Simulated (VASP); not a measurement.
Band structure of Rb (space group Im-3m). Level of theory: PBE GGA, VASP's PBE PAW potentials (set 64) (plane waves; VASP).

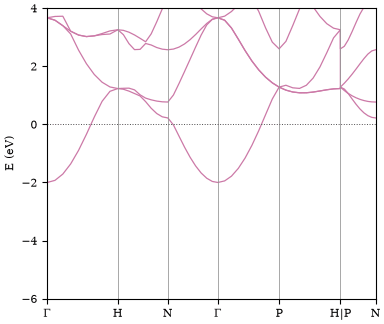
*Bands along high-symmetry lines, zero at the valence-band maximum or, without a gap, the Fermi level*

Task: Read the plot: is there a gap, and where are the band edges?

Result: It has no gap at this level: it comes out as a metal or semimetal.

The structure is a typed Rb crystal (Im-3m). The cell was not relaxed at this level.
